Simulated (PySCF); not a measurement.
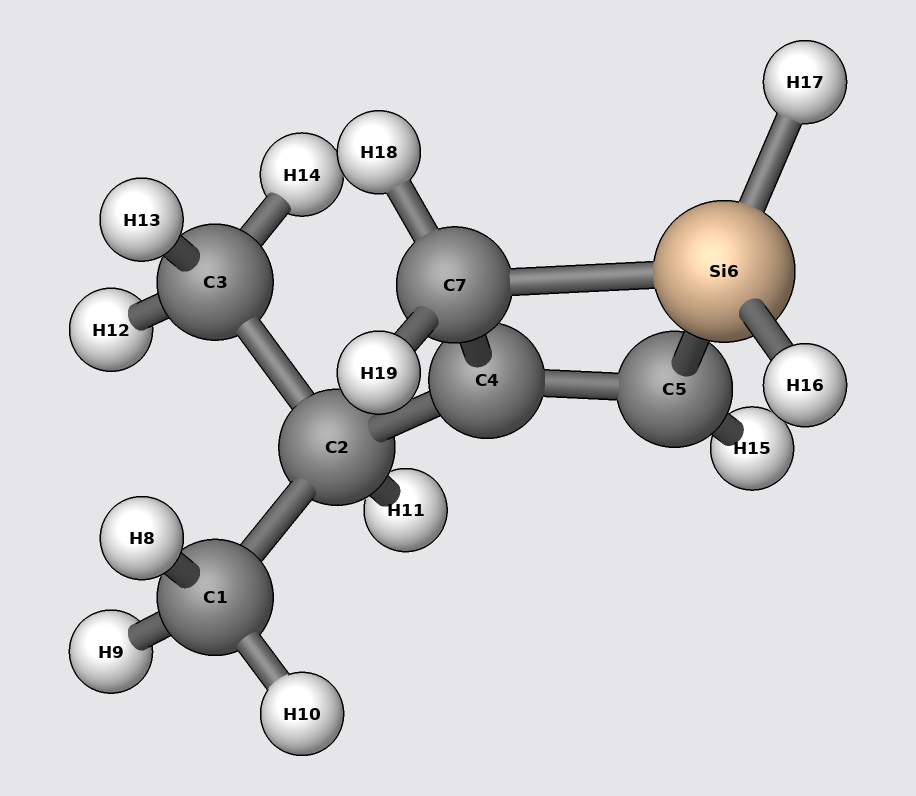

Every bond is drawn as one stick. The geometry was computed by an optimisation with GFN2-xTB. No frequency run is at hand to confirm it as a minimum. Level of theory: PBE0/pcSseg-1 (PySCF 2.14.0).

List the Mayer bond orders of C1–C2, C2–C4, C2–H11, C1–H9, C1–H8, C1–H10, C4–C5, C4–C7, C5–Si6, C5–H15, Si6–C7, Si6–H16, C7–H18 (one bond of each equivalent set).

| bond | Mayer order | length (Å) |
| --- | --- | --- |
| C1–C2 | 1.03 | 1.531 |
| C2–C4 | 0.96 | 1.494 |
| C2–H11 | 0.94 | 1.097 |
| C1–H9 | 0.97 | 1.088 |
| C1–H8 | 0.96 | 1.088 |
| C1–H10 | 0.97 | 1.088 |
| C4–C5 | 1.79 | 1.341 |
| C4–C7 | 0.99 | 1.512 |
| C5–Si6 | 0.96 | 1.881 |
| C5–H15 | 0.98 | 1.079 |
| Si6–C7 | 0.91 | 1.927 |
| Si6–H16 | 0.92 | 1.463 |
| C7–H18 | 0.94 | 1.089 |

The geometry is semi-empirical. Around Si such bond lengths and angles can be off by a tenth of an ångström or more and by several degrees, and values that hang on the shape move with them.
